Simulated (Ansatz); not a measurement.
BClHOSi (SMILES [O-][SiH]=BCl) (charge −1)

```xyz
5

O     0.2910    2.2163   -0.4190
Si    0.3326    0.7158    0.1078
B    -0.6834   -0.9017   -0.3378
Cl   -0.2812   -2.5182   -1.0076
H     0.3410    0.4878    1.6566
```

The highest occupied orbital lies above zero, a sign that basis and functional describe the outermost electron poorly.

The calculation used RKS PBE-D4/def2-SVP (Ansatz).

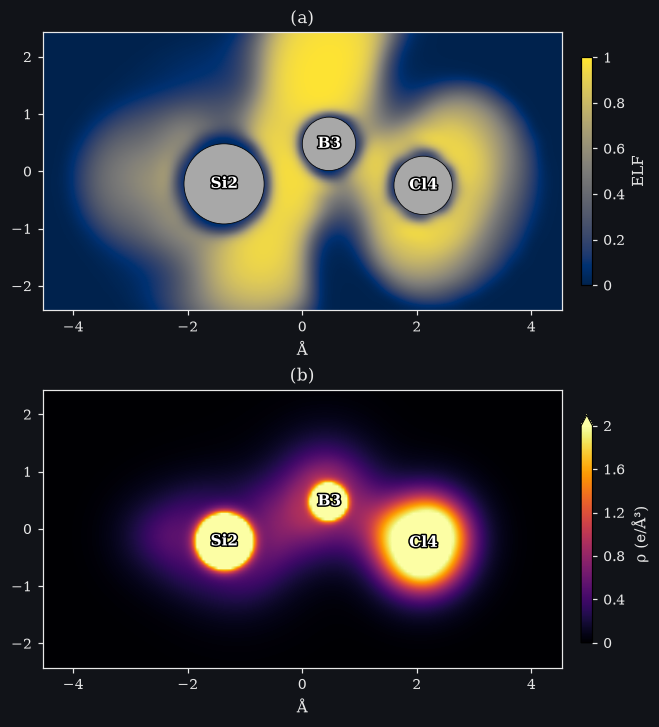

Figure 1. (a) electron localisation function; (b) electron density on the plane of atoms Si2, B3 and Cl4. Grey discs cover the atomic cores in the ELF map.

**Read the bonding off the picture.**

The plane passes through Si, B and Cl nuclei.
B–Cl (1.80 Å): ρ at the midpoint is about 1.2 e/Å³; the ELF peaks at about 0.90 between the atoms; a shared but strongly polarised pair.
Si–B (1.96 Å): ρ is about 0.74 e/Å³ halfway; the ELF peaks at about 0.95 between the atoms, as expected for a covalent bond.
The ELF also peaks beside Si2, Cl4 and B3, away from the bonds: lone-pair regions.

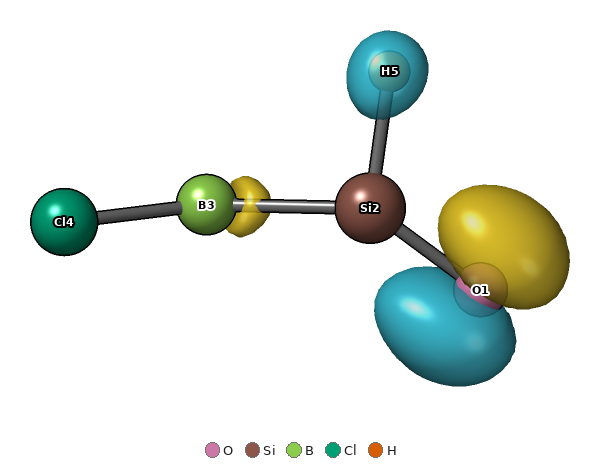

Figure 2. The HOMO−1 at ±0.2 Å⁻³ᐟ² (yellow and cyan are the two phases), seen across its widest extent.

**Describe this orbital and give its energy.**

Its weight (Hirshfeld) is mainly on O1 (about 70 %), H5 (about 10 %) and B3 (about 5 %); largely a lone pair of O1. Its energy is −0.27 eV.
